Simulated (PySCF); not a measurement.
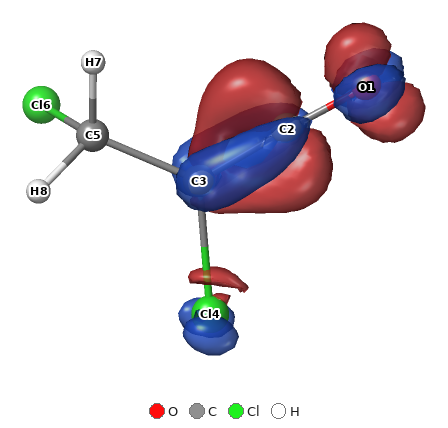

*C₃H₂Cl₂O, SMILES `O=C=C(Cl)CCl`. Dual descriptor f⁺ − f⁻ at ±0.08 e/Å³ (red positive, blue negative).*

Method: ωB97X/cc-pVDZ; geometry: GFN2-xTB; program: PySCF. No frequency check shows the geometry to be a minimum. GFN2-xTB bond lengths at metals and heavier atoms can be off by up to 0.1 Å and shapes distorted, which carries into these values.

Input

```python
import numpy as np
from pyscf import gto, scf, dft
from pyscf.scf import atom_ks, atom_hf
from scipy.linalg import block_diag

def solve(mol, dm0=None, hcore=None):
    mf = (dft.UKS if mol.spin else dft.RKS)(mol, xc='wb97x')
    mf.grids.level = 3
    mf = mf.density_fit(auxbasis='def2-universal-jkfit')
    mf.conv_tol, mf.max_cycle = 1e-8, 80
    if hcore is not None:
        mf.get_hcore = lambda *args: hcore
    mf.kernel(dm0)
    if not mf.converged:
        mf = mf.newton().run(mf.mo_coeff, mf.mo_occ, max_cycle=30)
    assert mf.converged, 'SCF not converged'
    return mf

mol = gto.M(atom='''
O     -2.09442    -1.79064    -0.25643
C     -1.30859    -0.97716    -0.00493
C     -0.47728    -0.03326     0.33876
Cl    -0.95505     1.59265    -0.12985
C      0.87468    -0.21666     0.91936
Cl     2.14002    -0.28585    -0.36967
H      0.94211    -1.15466     1.46816
H      1.13583     0.62669     1.55594
''', basis='cc-pvdz', charge=0, spin=0, verbose=4)
mf = solve(mol)
out = dict(e0=mf.e_tot, dm0=mf.make_rdm1(), c=mf.mo_coeff, occ=mf.mo_occ, eps=mf.mo_energy)
for name, dq, spin in [('cation', 1, 1), ('anion', -1, 1)]:
    ion = mol.copy().set(charge=mol.charge + dq, spin=spin).build()
    mi = solve(ion)
    if spin and dq > 0 and mol.nao < 130:
        c, _, stable, _ = mi.stability(return_status=True)
        if not stable:
            mi = solve(ion, mi.make_rdm1(c, mi.mo_occ))
    print(name, 'vertical energy change / eV', (mi.e_tot - mf.e_tot) * 27.211386)
    out.update({'e_' + name: mi.e_tot, 'dm_' + name: mi.make_rdm1(), 's2_' + name: mi.spin_square()[0], 'eps_' + name: mi.mo_energy, 'occ_' + name: mi.mo_occ})
# spherically averaged free atoms, for the promolecule
atm = atom_ks.get_atm_nrks(mol, xc='wb97x')
pro = block_diag(*[(atm[a[0]][2] * atm[a[0]][3]) @ atm[a[0]][2].T for a in mol._atom])
np.savez('result.npz', pro=pro, **out)
```

Command:

```sh
OMP_NUM_THREADS=1 python input.py
```

The run took 5.1 min on 1 thread of Arm Neoverse N1 (shared host), peak memory 0.58 GiB.

Partitions, critical points and surface values were worked out afterwards from this run's density.

**Which atoms come out as electrophilic, and which as nucleophilic?**

Electrophilic (positive): C2 (+0.09). Nucleophilic (negative): C3 (−0.08). f⁻ (Hirshfeld-condensed) is largest on Cl4 (0.26), O1 (0.19) and C3 (0.18); the vertical ionisation energy is 9.35 eV. f⁺ (Hirshfeld-condensed) is largest on Cl4 (0.24), C2 (0.23) and O1 (0.21); the vertical electron affinity is −0.06 eV (the stability of the anion's solution wasn't checked; negative, but this basis has no diffuse functions, so it doesn't show that the anion is unbound).
